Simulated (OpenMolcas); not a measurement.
**Hf²⁺ among point charges: CASSCF levels and susceptibility**

Aim: the splitting of the states of Hf²⁺ in the field of 5 point charges, its lowest levels with spin-orbit coupling and its magnetic susceptibility.

Method: state-averaged CASSCF, spin-orbit coupling by RASSI with atomic mean-field integrals. Code: OpenMolcas 26.06.

1 further run of the same task is left out (it didn't finish).

### Step 1. The system

| Property | Result |
| --- | --- |
| Species | Hf²⁺ (hafnium, Z = 72, 70 electrons) |
| Basis | ANO-RCC-VDZP [7s6p4d2f1g], 68 functions |
| Scalar Hamiltonian | DKH2, point nucleus |
| Inactive shells | 1s 2s 2p 3s 3p 3d 4s 4p 4d 4f 5s 5p |
| Active space | 2 electrons in 5 orbitals (5d) |
| Some configurations of this space | 5d² |
| Orbitals | optimised for each spin and parity, averaged over all roots |

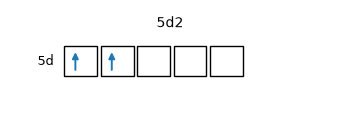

Occupation of the outer shells (arrows by Hund's rule).

The ion sits among 5 point charges of -1.6 e arranged as a square pyramid (C4v), 2.24 Å from the ion, with the axial distance 2.330 Å. The active orbitals were held to one l.

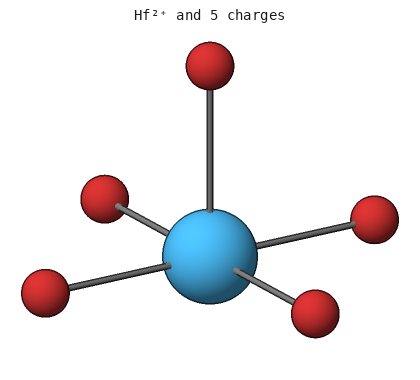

The ion and the point charges (red).

Each step is its own input file, run in one work folder so that later steps find the files of earlier ones. Labels, J, g values, rates, χT and fits are worked out afterwards by a script from the matrices that RASSI stores.

### Step 2. Basis and integrals

a.inp reads:

```
&GATEWAY
Coord
1

Hf 0.0 0.0 0.0
Basis=ANO-RCC-VDZP
Group=NoSym
NoMove
AngMom=0.0 0.0 0.0
AMFI
XField
5 Angstrom 0
2.240000 0.000000 0.000000 -1.600000
0.000000 2.240000 0.000000 -1.600000
-2.240000 0.000000 0.000000 -1.600000
0.000000 -2.240000 0.000000 -1.600000
0.000000 0.000000 2.329600 -1.600000
&SEWARD
```

Command:

```console
OMP_NUM_THREADS=1 MOLCAS_MEM=1689 MOLCAS_PROJECT=a pymolcas a.inp > a.log
```

### Step 3. Reference wave functions, triplets, 10 roots

a.inp reads:

```
&RASSCF
FileOrb=start.orb
Symmetry=1
Spin=3
nActEl=2 0 0
Inactive=34
Ras2=5
CIRoot=10 10 1
SDav=10
CIMx=300
Iter=120 100
PrWF=0.3
OrbListing=Nothing
MaxOrb=0
SupSym
1
20 10 11 12 13 14 19 20 21 22 23 35 36 37 38 39 48 49 50 51 52
>>> COPY $Project.JobIph JOB001
```

start.orb holds the contracted functions of the basis, ordered by shell, or the orbitals of the step before.

### Step 4. CASSCF: singlets, 15 roots

a.inp reads:

```
&RASSCF
FileOrb=start.orb
Symmetry=1
Spin=1
nActEl=2 0 0
Inactive=34
Ras2=5
CIRoot=15 15 1
SDav=15
CIMx=300
Iter=120 100
PrWF=0.3
OrbListing=Nothing
MaxOrb=0
SupSym
1
20 10 11 12 13 14 19 20 21 22 23 35 36 37 38 39 48 49 50 51 52
>>> COPY $Project.JobIph JOB002
```

### Step 5. State interaction with spin-orbit coupling

a.inp reads:

```
&RASSI
NrOfJobIphs=2 10 15
1 2 3 4 5 6 7 8 9 10
1 2 3 4 5 6 7 8 9 10 11 12 13 14 15
IphNames
JOB001
JOB002
EJob
SpinOrbit
DIPRint=1.0
SOCoupling=1000.0
Subsets=2
Property=9
'ANGMOM' 1 'ANGMOM' 2 'ANGMOM' 3 'MLTPL  1' 1 'MLTPL  1' 2 'MLTPL  1' 3
'AMFI' 1 'AMFI' 2 'AMFI' 3
SOProperty=3
'ANGMOM' 1 'ANGMOM' 2 'ANGMOM' 3
```

**Question.** What will these runs give? Wanted: spin-free ground state; first state of the same spin within the active space; lowest level; next level.

**Answer**, as computed:

| quantity | value |
| --- | --- |
| method | CASSCF |
| spin-free ground state | triplet, 1-fold in its orbital part |
| first state of the same spin within the active space | triplet at 7980 cm⁻¹ |
| lowest level | 1-fold |
| next level | 268.6 cm⁻¹ |
| χT at 300 K | 0.51 cm³ K/mol |
| effective moment at 300 K | 2.02 μB |

The spin-free ground state (triplet) comes to 86 % from free-ion F terms and keeps the highest spin of the shell. χT at 300 K is 0.51, against 1.00 cm³ K/mol for the spin alone, so spin-orbit coupling lowers it. The field of point charges can differ much from that of real complexes. Point charges carry no covalency, so the field is a model and not that of real ligands.
